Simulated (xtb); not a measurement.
# Geometry relaxation, with input and output: C₃H₈GeN (part 1 of 5)

System: C₃H₈GeN, multiplicity 2.
Method: GFN1-xTB (xtb 6.7.1).

The geometry comes from this level: GFN2-xTB.

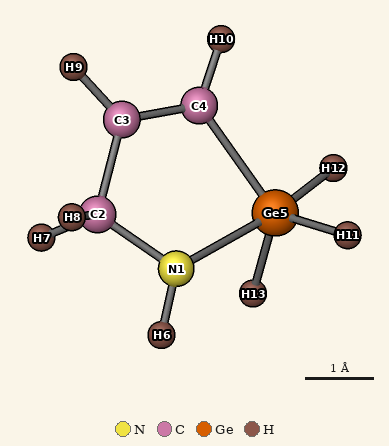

Figure 1. The input geometry (ball-and-stick view, seen at a tilt; atoms are numbered from 1 in the order of the input). Sticks mark near contacts.

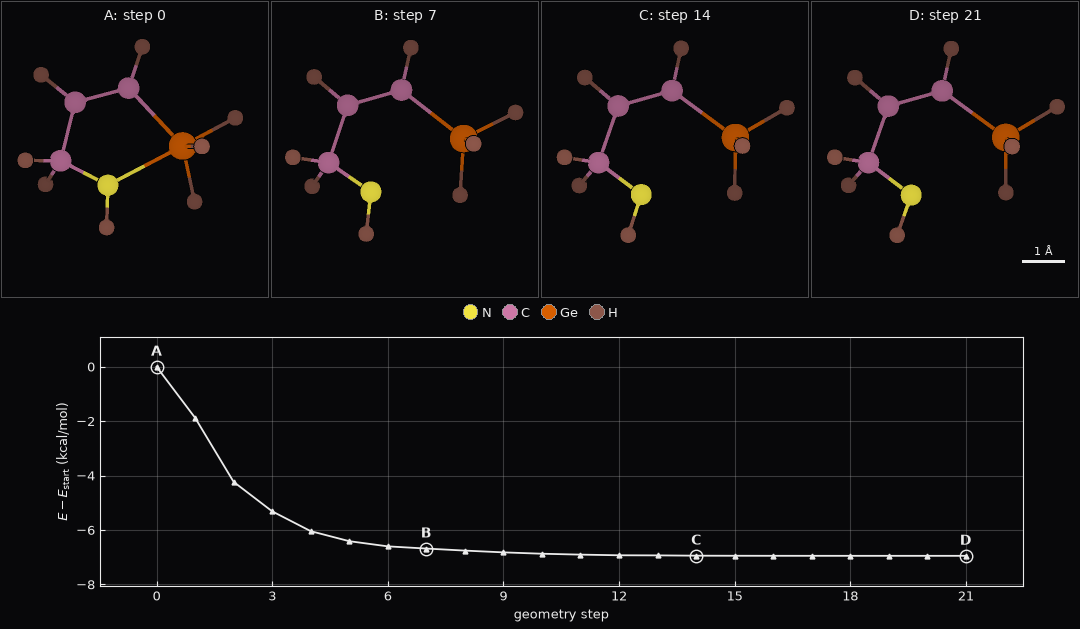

Figure 2. Frames of the relaxation (ball-and-stick view, seen at a tilt) above the curves, on which the letters mark them (steps are counted from 0).

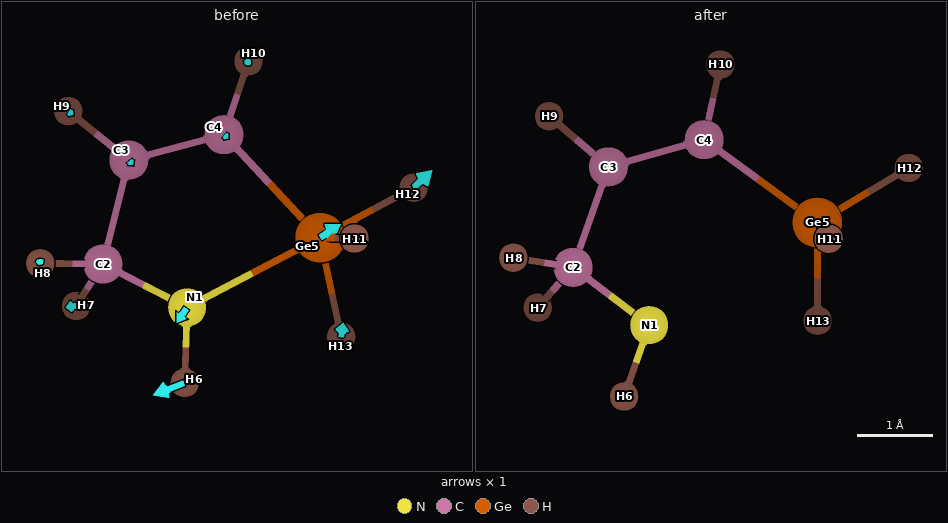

Figure 3. Before (left) and after (right) the relaxation, at one scale (ball-and-stick view, seen at a tilt). The teal arrows give the displacements, at true length. Over 21 geometry steps the energy falls by 6.95 kcal/mol. The atom that moves furthest after the best rigid fit is H6 (0.51 Å). By element the largest moves are H 0.51 Å, Ge 0.39 Å, N 0.29 Å, C 0.12 Å. Distances before and after: N1–Ge5 2.072 → 2.710 Å, Ge5–H12 1.595 → 1.500 Å, Ge5–H13 1.525 → 1.488 Å, C4–Ge5 1.972 → 1.938 Å. Bonds break: N1–Ge5 (2.07 → 2.71 Å). Among the angles that change: H12–Ge5–H13 90.8° → 106.5°, C4–Ge5–H13 126.8° → 113.2°, C4–Ge5–H12 95.1° → 106.5°. (Atoms are counted from 1 in the order of the input.)

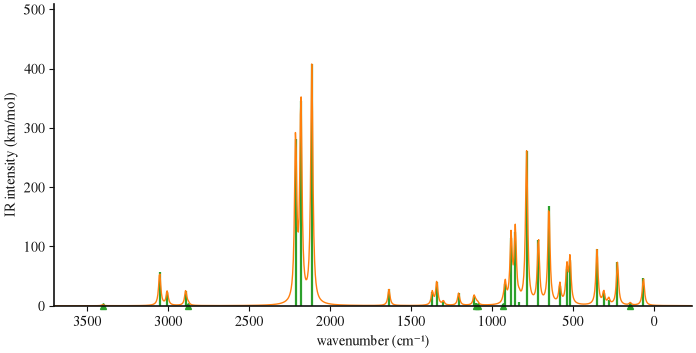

Figure 4. Harmonic infrared spectrum, unscaled: sticks (degenerate modes added up, dark ones marked on the axis) with a Lorentzian envelope of 16 cm⁻¹ full width, scaled to the tallest stick. 33 modes from 64 to 3403 cm⁻¹, none imaginary. The strongest line is at 2112 cm⁻¹ (408 km/mol).

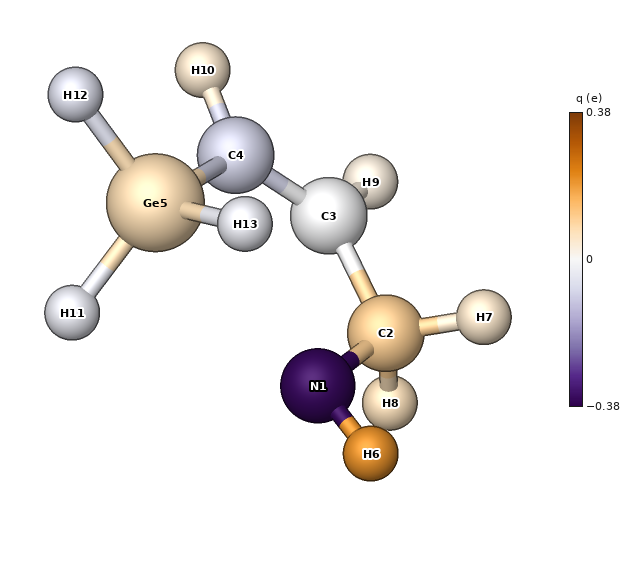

Figure 5. Mulliken charges, as the colour of each atom (ball-and-stick view, seen at a tilt; atoms are numbered from 1 in the order of the input). By element: N −0.36, C −0.09 to +0.10, Ge +0.08 and H −0.06 to +0.20 e.

The input and output of the run follow.

**Input file (struc.xyz)**
```
13

N     -1.17693000    -0.15254000     0.44545000
C     -0.46622000    -1.36545000     0.26898000
C      0.70513000    -1.10554000    -0.62231000
C      1.07495000     0.14769000    -0.81353000
Ge    -0.02813000     1.52875000     0.06104000
H     -1.75016000    -0.16187000     1.27975000
H     -0.11563000    -1.81976000     1.21152000
H     -1.13928000    -2.10792000    -0.19285000
H      1.21965000    -1.96276000    -1.03761000
H      1.91300000     0.41216000    -1.43724000
H     -1.13175000     2.16686000    -0.71437000
H      1.08767000     2.66696000    -0.00971000
H     -0.19230000     1.75342000     1.56088000
```

Launched with:
```bash
xtb struc.xyz --ohess vtight -u 1 --gfn1 --parallel 1 > run.log 2> xtb.err
```

**Output**
```
* xtb version 6.7.1
   ID    Z sym.   atoms
    1    7 N      1
    2    6 C      2-4
    3   32 Ge     5
    4    1 H      6-13

           -------------------------------------------------
          |                Calculation Setup                |
           -------------------------------------------------

          program call               : xtb struc.xyz --ohess vtight -u 1 --gfn1 --parallel 1
          coordinate file            : struc.xyz
          omp threads                :                     1

########################################################################
[WARNING] Please study the warnings concerning your input carefully
-1- prog_main_parseArguments: The use of '--gfn1' is discouraged, please use '--gfn 1' next time
########################################################################

           -------------------------------------------------
          |                 G F N 1 - x T B                 |
           -------------------------------------------------

      * Hamiltonian:
        H0-scaling (s, p, d)           1.850000    2.250000    2.000000
        zeta-weighting                 0.000000
      * Dispersion:
        s8                             2.400000
        a1                             0.630000
        a2                             5.000000
        s9                             0.000000
      * Repulsion:
        kExp                           1.500000
        rExp                           1.000000
      * Coulomb:
        alpha                          2.000000
        third order                    atomic
        anisotropic                    false
      * Halogen bond correction:
        rad-scale                      1.300000
        damping                        0.440000

          ...................................................
          :                      SETUP                      :
          :.................................................:
          :  # basis functions                  42          :
          :  # atomic orbitals                  41          :
          :  # shells                           27          :
          :  # electrons                        29          :
          :  # halogen bonds                     0          :
          :  max. iterations                   250          :
          :  Hamiltonian                  GFN1-xTB          :
          :  restarted?                      false          :
          :  GBSA solvation                  false          :
          :  PC potential                    false          :
          :  electronic temp.          300.0000000     K    :
          :  accuracy                    1.0000000          :
          :  -> integral cutoff          0.2500000E+02      :
          :  -> integral neglect         0.1000000E-07      :
          :  -> SCF convergence          0.1000000E-05 Eh   :
          :  -> wf. convergence          0.2000000E-04 e    :
          :  Broyden damping             0.4000000          :
          :  net charge                          0          :
          :  unpaired electrons                  1          :
          ...................................................

 iter      E             dE          RMSdq      gap      omega  full diag
   1    -15.4834374 -0.154834E+02  0.716E+00    3.50       0.0  T
   2    -15.5693466 -0.859093E-01  0.434E+00    3.53       1.0  T
   3    -15.5467798  0.225668E-01  0.189E+00    2.74       1.0  T
   4    -15.5801763 -0.333964E-01  0.286E-01    3.30       1.0  T
   5    -15.5814188 -0.124259E-02  0.246E-01    3.34       1.0  T
   6    -15.5833368 -0.191791E-02  0.478E-02    3.30       1.0  T
   7    -15.5833452 -0.842345E-05  0.178E-02    3.31       1.6  T
   8    -15.5833509 -0.573262E-05  0.352E-03    3.31       7.9  T
   9    -15.5833510 -0.904180E-07  0.177E-03    3.31      15.7  T
  10    -15.5833511 -0.552328E-07  0.521E-04    3.31      53.3  T
  11    -15.5833511 -0.216842E-08  0.105E-04    3.31     263.7  T
  12    -15.5833511 -0.235966E-09  0.890E-06    3.31    3117.9  T

   *** convergence criteria satisfied after 12 iterations ***

         #    Occupation            Energy/Eh            Energy/eV
      -------------------------------------------------------------
         1        2.0000           -0.7598372             -20.6762
       ...           ...                  ...                  ...
         9        2.0000           -0.5074204             -13.8076
        10        2.0000           -0.4807887             -13.0829
        11        2.0000           -0.4695556             -12.7773
        12        2.0000           -0.4550015             -12.3812
        13        2.0000           -0.4476524             -12.1812
        14        2.0000           -0.4213961             -11.4668
        15        1.0000           -0.3853779             -10.4867 (HOMO)
        16                         -0.2637309              -7.1765 (LUMO)
        17                         -0.1845564              -5.0220
        18                         -0.1801028              -4.9008
        19                         -0.1537842              -4.1847
        20                         -0.1454529              -3.9580
       ...                                ...                  ...
        41                          0.6146768              16.7262
      -------------------------------------------------------------
                  HL-Gap            0.1216470 Eh            3.3102 eV
             Fermi-level           -0.3639707 Eh           -9.9041 eV

 SCC (total)                   0 d,  0 h,  0 min,  0.011 sec
 SCC setup                      ...        0 min,  0.000 sec (  0.719%)
 Dispersion                     ...        0 min,  0.000 sec (  0.405%)
 classical contributions        ...        0 min,  0.000 sec (  0.179%)
 integral evaluation            ...        0 min,  0.002 sec ( 23.411%)
 iterations                     ...        0 min,  0.003 sec ( 28.004%)
 molecular gradient             ...        0 min,  0.005 sec ( 46.169%)
 printout                       ...        0 min,  0.000 sec (  1.036%)

         :::::::::::::::::::::::::::::::::::::::::::::::::::::
         ::                     SUMMARY                     ::
         :::::::::::::::::::::::::::::::::::::::::::::::::::::
         :: total energy             -15.399176816823 Eh    ::
         :: gradient norm              0.034294099123 Eh/a0 ::
         :: HOMO-LUMO gap              3.310182998101 eV    ::
         ::.................................................::
         :: SCC energy               -15.583351058021 Eh    ::
         :: -> electrostatic           0.030138039598 Eh    ::
         :: repulsion energy           0.188970281345 Eh    ::
         :: dispersion energy         -0.004796040146 Eh    ::
         :: halogen bond corr.         0.000000000000 Eh    ::
         :: add. restraining           0.000000000000 Eh    ::
         :: total charge              -0.000000000000 e     ::
         :::::::::::::::::::::::::::::::::::::::::::::::::::::

      -----------------------------------------------------------
     |                   =====================                   |
     |                        A N C O P T                        |
     |                   =====================                   |
     |               Approximate Normal Coordinate               |
     |                Rational Function Optimizer                |
      -----------------------------------------------------------
      -----------------------------------------------------------
     |                   =====================                   |
     |                        A N C O P T                        |
     |                   =====================                   |
     |               Approximate Normal Coordinate               |
     |                Rational Function Optimizer                |
      -----------------------------------------------------------

          ...................................................
          :                      SETUP                      :
          :.................................................:
          :   optimization level         verytight          :
          :   max. optcycles                   260          :
          :   ANC micro-cycles                  20          :
          :   degrees of freedom                33          :
          :.................................................:
          :   RF solver                   davidson          :
          :   write xtbopt.log                true          :
          :   linear?                        false          :
          :   energy convergence         0.1000000E-06 Eh   :
          :   grad. convergence          0.2000000E-03 Eh/α :
          :   maxmium RF displ.          1.0000000          :
          :   Hlow (freq-cutoff)         0.1000000E-01      :
          :   Hmax (freq-cutoff)         5.0000000          :
          :   S6 in model hess.         20.0000000          :
          ...................................................

generating ANC from exact Hessian ...
Using Lindh-Hessian (1995)
 Shifting diagonal of input Hessian by    6.9785712300147375E-003
 Lowest  eigenvalues of input Hessian
    0.000000    0.000000    0.000000    0.000000    0.000000    0.000000
    0.010000    0.010232    0.012195    0.016042    0.017754    0.021211
    0.021689    0.022285    0.034158    0.044084    0.052996    0.071310
 Highest eigenvalues
    1.016783    1.067148    1.171092    1.367767    1.524439    1.843465

........................................................................
.............................. CYCLE    1 ..............................
........................................................................

 iter      E             dE          RMSdq      gap      omega  full diag
   1    -15.5833511 -0.155834E+02  0.398E-06    3.31       0.0  T
   2    -15.5833511  0.175859E-12  0.411E-06    3.31    6750.4  T
   3    -15.5833511 -0.676792E-12  0.754E-07    3.31   36806.3  T
     SCC iter.                  ...        0 min,  0.001 sec
     gradient                   ...        0 min,  0.005 sec
 * total energy  :   -15.3991768 Eh     change       -0.1088907E-11 Eh
   gradient norm :     0.0342940 Eh/α   predicted     0.0000000E+00 (-100.00%)
   displ. norm   :     0.1990979 α      lambda       -0.3696260E-02
   maximum displ.:     0.1001524 α      in ANC's #5, #4, #14, ...

........................................................................
.............................. CYCLE    2 ..............................
........................................................................

 iter      E             dE          RMSdq      gap      omega  full diag
   1    -15.5822985 -0.155823E+02  0.102E-01    3.27       0.0  T
   2    -15.5822971  0.133568E-05  0.485E-02    3.29       1.0  T
   3    -15.5822983 -0.119057E-05  0.497E-02    3.27       1.0  T
   4    -15.5823380 -0.396390E-04  0.750E-03    3.28       3.7  T
   5    -15.5823385 -0.526795E-06  0.280E-03    3.28       9.9  T
   6    -15.5823385 -0.579108E-07  0.118E-03    3.28      23.4  T
   7    -15.5823386 -0.121159E-07  0.228E-04    3.28     121.6  T
   8    -15.5823386 -0.676495E-09  0.394E-05    3.28     703.2  T
   9    -15.5823386 -0.549072E-11  0.437E-06    3.28    6341.4  T
     SCC iter.                  ...        0 min,  0.002 sec
     gradient                   ...        0 min,  0.005 sec
 * total energy  :   -15.4021667 Eh     change       -0.2989882E-02 Eh
   gradient norm :     0.0252274 Eh/α   predicted    -0.1921388E-02 ( -35.74%)
   displ. norm   :     0.3875823 α      lambda       -0.6900362E-02
   maximum displ.:     0.2023599 α      in ANC's #14, #23, #13, ...

........................................................................
.............................. CYCLE    3 ..............................
........................................................................
```
